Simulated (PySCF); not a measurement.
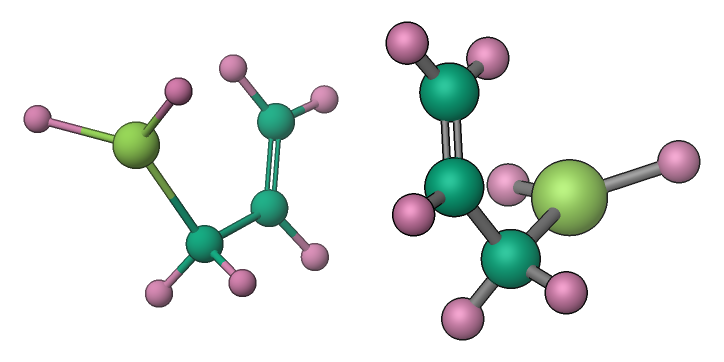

Two views of one molecule. Colours: carbon teal, aluminium green, hydrogen pink.

Describe the molecule.

It has 11 atoms: 3 carbon, 7 hydrogen and 1 aluminium (C₃H₇Al). As SMILES it reads `C=C[CH2][AlH2]`. Among its groups: alkene. Coordination: 2 C trigonal planar; 1 C tetrahedral; 1 Al trigonal planar.

The parts below concern this one geometry. Atoms keep their numbers from picture to picture. The geometry was computed by an optimisation with PBE0-D3(BJ)/def2-SVP. No frequency run is at hand to confirm it as a minimum.

### Shape

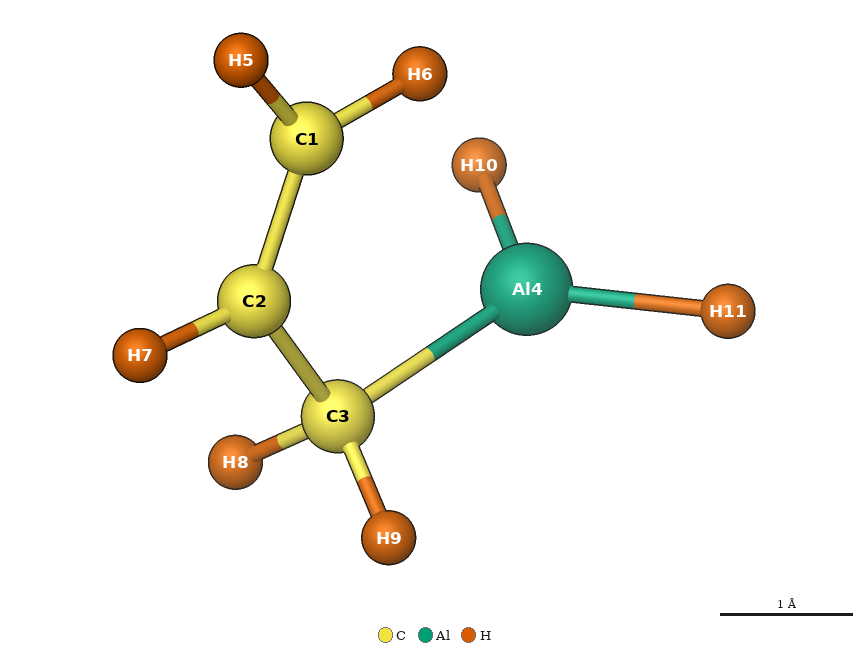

Numbered structure. No frequency run is at hand to confirm it as a minimum.

What are the angles C2–C1–H5, C2–C1–H6, C1–C2–C3, C1–C2–H7, C3–C2–H7, C2–C3–Al4, C2–C3–H8, C2–C3–H9, Al4–C3–H8, Al4–C3–H9, C3–Al4–H10, C3–Al4–H11?

```tsv
angle	degrees
C2–C1–H5	122.5
C2–C1–H6	122.4
C1–C2–C3	125.5
C1–C2–H7	117.3
C3–C2–H7	117.2
C2–C3–Al4	111.2
C2–C3–H8	109.2
C2–C3–H9	109.3
Al4–C3–H8	110.5
Al4–C3–H9	111.3
C3–Al4–H10	120.1
C3–Al4–H11	120.8
```

### Polarisability

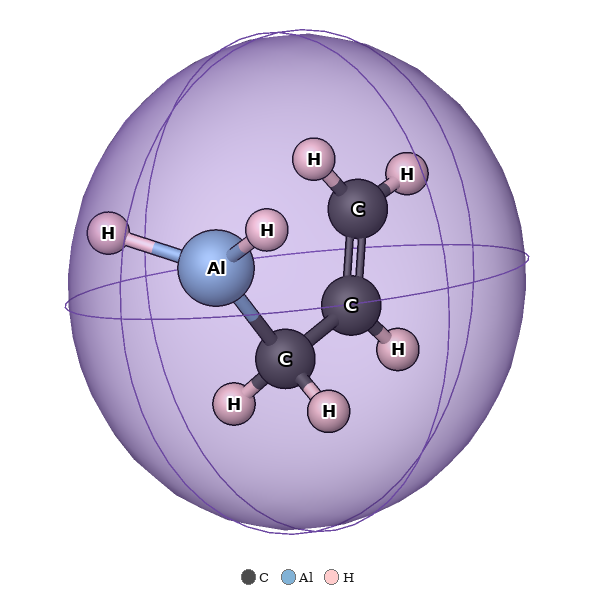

The ellipsoid shows the static dipole polarisability: its half-axes are proportional to the principal values. No frequency run is at hand to confirm it as a minimum. Computed with ωB97X-D/def2-SVPD (PySCF 2.14.0).

Give the principal values, the mean and the anisotropy.

Answer. Principal values 56.3, 69.2, 71.8 bohr³; mean 65.8 bohr³ (9.75 Å³); anisotropy 14.4 bohr³, so the longest axis is 1.28 times the shortest.

### NMR shielding

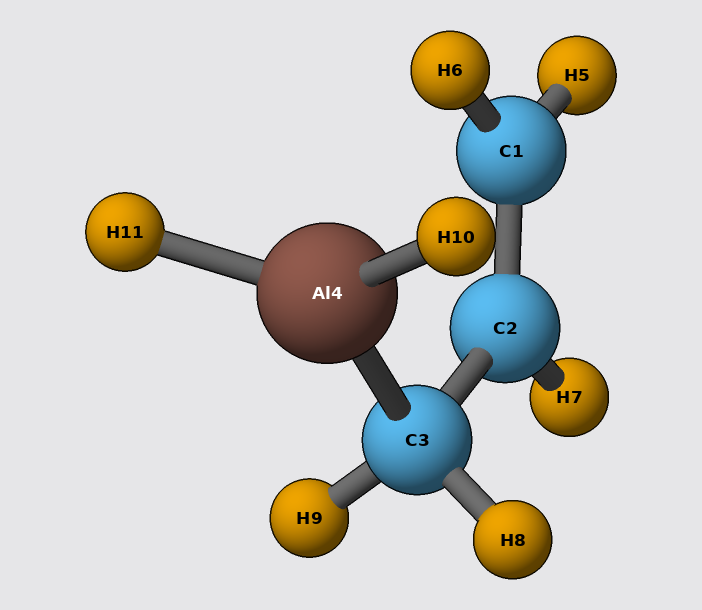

No frequency run is at hand to confirm it as a minimum. Method: GIAO HF/pcSseg-2 NMR shielding, non-relativistic, gas phase (PySCF 2.14.0). Principal shieldings σ11 ≤ σ22 ≤ σ33, span Ω = σ33 − σ11, skew κ = 3(σiso − σ22)/Ω.

Give the shielding tensors of the Al atoms.

```
atom    σ11    σ22    σ33   σiso      Ω      κ
 Al4  274.6  340.4  401.3  338.7  126.8  −0.04
```

Shieldings and span in ppm.

### Excitation

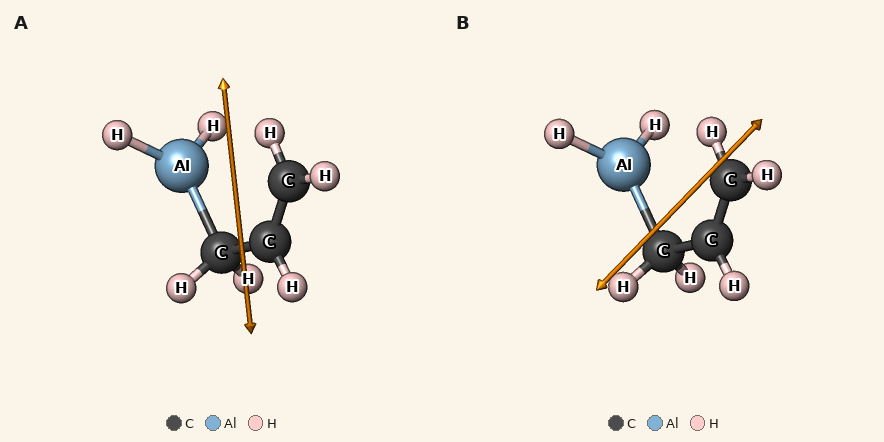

The double arrows show the directions of two transition dipoles from the ground state (lengths mean nothing). No frequency run is at hand to confirm it as a minimum. Method: TDDFT ωB97X-D/def2-SVPD, vertical, gas phase, core orbitals frozen in the response (PySCF 2.14.0).

One belongs to singlet state 6 and one to singlet state 7. Which is which?

Answer. A: state 7, 7.67 eV (162 nm), oscillator strength 0.061, mainly HOMO−1 → LUMO+1 (weight 0.62).
B: state 6, 7.49 eV (165 nm), oscillator strength 0.019, mainly HOMO → LUMO+1 (weight 0.59).

### Core levels

No frequency run is at hand to confirm it as a minimum. Level of theory: delta-SCF UKS SCAN, pcX-2 on the ionised atom, pcseg-1 elsewhere, spin-free X2C (PySCF 2.14.0).

Give the core-electron binding energies (to vacuum; p and d levels without spin–orbit splitting) of C1 1s, C2 1s, C3 1s, Al4 1s, Al4 2p.

```tsv
atom	level	binding energy (eV)
C1	1s	290.4
C2	1s	290.8
C3	1s	289.9
Al4	1s	1566.9
Al4	2p	80.6
```
